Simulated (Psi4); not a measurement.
# O2 (oxygen): UHF/pcseg-4 (density fitting, sweep point 5)

What is the vertical ionisation energy of O2 (oxygen) at UHF/pcseg-4 (density fitting, sweep point 5)? Input form: a Python script.

The calculation is run with Psi4 1.11.

## Step 1: The molecule

O2 has 2 atoms, charge 0, and is taken as a triplet. SMILES: `O=O`. The coordinates come from a PBE0-D4/def2-TZVP relaxation.

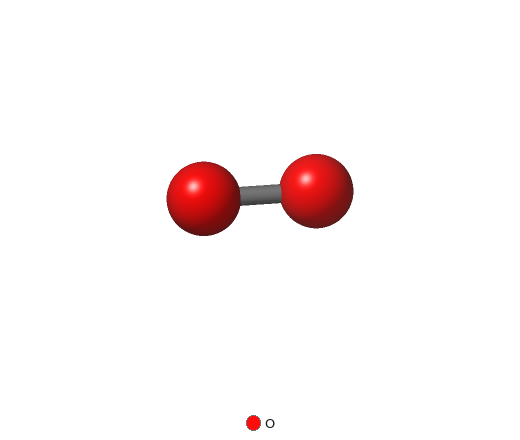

Viewed from a chosen angle; oxygen red.

## Step 2: The energy at UHF/pcseg-4 (density fitting, sweep point 5)

Contents of o2.py:

```python
import psi4

psi4.set_memory('1600 MB')
psi4.set_num_threads(1)
psi4.core.set_output_file('o2.out', False)

m = psi4.geometry("""
0 3
O      0.509550    -0.164850     0.262450
O     -0.509550     0.164850    -0.262450
symmetry c1
""")

psi4.set_options({
    'reference': 'uhf',
    'puream': True,
    'scf_type': 'df',
    'maxiter': 100,
})

energy_value = psi4.energy("scf/pcseg-4")
print(f'total energy {energy_value:.8f} hartree = {energy_value * 27.211386:.5f} eV')
```

Command:

```sh
$ python o2.py
```

o2.out:

```text
[...]
  Running in c1 symmetry.
[...]
  Nuclear repulsion =   28.392993060744768
[...]
  Multiplicity = 3
[...]
  Nalpha       = 9
  Nbeta        = 7
[...]
    Number of basis functions: 202
[...]
   @DF-UHF iter   1:  -149.64772824650456   -7.01516e-01   1.48326e-03 ADIIS/DIIS
[...]
   @DF-UHF iter   7:  -149.69216549386954   -1.20564e-07   3.93322e-07 DIIS
[...]
   @S^2 Observed:                2.047173051E+00
[...]
    Orbital Energies [Eh]
    ---------------------
    Alpha Occupied:
       1A    -20.753294     2A    -20.752598     3A     -1.728988
       4A     -1.201997     5A     -0.849962     6A     -0.849962
       7A     -0.771796     8A     -0.553043     9A     -0.553043
    Alpha Virtual:
      10A      0.129578    11A      0.178152    12A      0.178152
      13A      0.209749    14A      0.238199    15A      0.238199
      16A      0.318833    17A      0.420477    18A      0.517370
      19A      0.517370    20A      0.542823    21A      0.694465
      22A      0.694465    23A      0.721066    24A      0.721066
      25A      0.724838    26A      0.780136    27A      0.780136
[...]
  @DF-UHF Final Energy:  -149.69216549386954
   => Energetics <=
    Nuclear Repulsion Energy =             28.3929930607447680
    One-Electron Energy =                -262.2936127231859018
    Two-Electron Energy =                  84.2084541685715777
    Total Energy =                       -149.6921654938695383
  UHF NO Occupations:
  HONO-2 :    7  A 1.9906339
  HONO-1 :    8  A 1.0000000
[...]
 Multipole Moments:
 ------------------------------------------------------------------------------------
     Multipole            Electronic (a.u.)      Nuclear  (a.u.)        Total (a.u.)
 ------------------------------------------------------------------------------------
 L = 1.  Multiply by 2.5417464519 to convert [e a0] to [Debye]
 Dipole X            :          0.0000000            0.0000000            0.0000000
 Dipole Y            :         -0.0000000            0.0000000           -0.0000000
 Dipole Z            :          0.0000000            0.0000000            0.0000000
 Magnitude           :                                                    0.0000000
[...]
```

On the terminal:

```text
total energy -149.69216549 hartree = -4073.33130 eV
```

Wall time 6.6 s (1 thread of Intel Xeon at 2.70GHz, shared host); peak memory 0.39 GiB.

## Step 3: The doublet cation, same level

Contents of calc.py:

```python
import psi4

psi4.set_memory(1600000000)
psi4.set_num_threads(1)
psi4.set_output_file('run.log', False)

mol = psi4.geometry("""
1 2
O      0.509550    -0.164850     0.262450
O     -0.509550     0.164850    -0.262450
symmetry c1
""")

psi4.set_options({
    'basis': 'pcseg-4',
    'reference': 'uhf',
    'puream': True,
    'scf_type': 'df',
    'maxiter': 100,
})

E, wfn = psi4.energy("scf", molecule=mol, return_wfn=True)
print(f'scf energy: {E:.10f} Eh')
```

Command:

```sh
$ python calc.py
```

run.log:

```text
[...]
  Running in c1 symmetry.
[...]
  Nuclear repulsion =   28.392993060744768
[...]
  Multiplicity = 2
[...]
  Nalpha       = 8
  Nbeta        = 7
[...]
    Number of basis functions: 202
[...]
   @DF-UHF iter   1:  -149.09196087912710   -1.45748e-01   2.55605e-03 ADIIS/DIIS
[...]
   @DF-UHF iter   7:  -149.20638137088986   -4.07758e-08   2.51071e-07 DIIS
[...]
   @S^2 Observed:                7.656349963E-01
[...]
    Orbital Energies [Eh]
    ---------------------
    Alpha Occupied:
       1A    -21.293963     2A    -21.292887     3A     -2.178201
       4A     -1.602343     5A     -1.316016     6A     -1.223767
       7A     -1.127759     8A     -1.021602
    Alpha Virtual:
       9A     -0.426435    10A     -0.078258    11A     -0.045594
      12A     -0.043571    13A     -0.003919    14A      0.026554
      15A      0.035807    16A      0.041596    17A      0.066120
      18A      0.216421    19A      0.216687    20A      0.261843
      21A      0.412903    22A      0.413355    23A      0.446699
      24A      0.446737    25A      0.449180    26A      0.464262
[...]
  @DF-UHF Final Energy:  -149.20638137088986
   => Energetics <=
    Nuclear Repulsion Energy =             28.3929930607447680
    One-Electron Energy =                -254.6537761703438889
    Two-Electron Energy =                  77.0544017387092595
    Total Energy =                       -149.2063813708898579
  UHF NO Occupations:
  HONO-2 :    6  A 1.9987463
  HONO-1 :    7  A 1.9940583
[...]
 Multipole Moments:
 ------------------------------------------------------------------------------------
     Multipole            Electronic (a.u.)      Nuclear  (a.u.)        Total (a.u.)
 ------------------------------------------------------------------------------------
 L = 1.  Multiply by 2.5417464519 to convert [e a0] to [Debye]
 Dipole X            :         -0.0000000            0.0000000           -0.0000000
 Dipole Y            :         -0.0000000            0.0000000           -0.0000000
 Dipole Z            :         -0.0000000            0.0000000           -0.0000000
 Magnitude           :                                                    0.0000000
[...]
```

The script printed:

```text
scf energy: -149.2063813709 Eh
```

It took 6 s on 1 thread of Intel Xeon at 2.70GHz, shared host; peak memory 0.39 GiB.

## Step 4: Summary of results

Level: UHF/pcseg-4 (density fitting, sweep point 5).

```
                                          quantity          value
                          triplet O2: total energy  -149.69217 Eh
                         triplet O2: dipole moment         0.00 D
    triplet O2: HOMO energy (highest over α and β)      -15.05 eV
     triplet O2: LUMO energy (lowest over α and β)        2.66 eV
                                  triplet O2: ⟨S²⟩          2.047
                      doublet cation: total energy  -149.20638 Eh
doublet cation: HOMO energy (highest over α and β)      -27.80 eV
 doublet cation: LUMO energy (lowest over α and β)      -11.60 eV
                              doublet cation: ⟨S²⟩          0.766
vertical ionisation energy (to the doublet cation)      13.219 eV
```

**Reading.** The vertical ionisation energy comes to 13.22 eV (1275 kJ/mol).
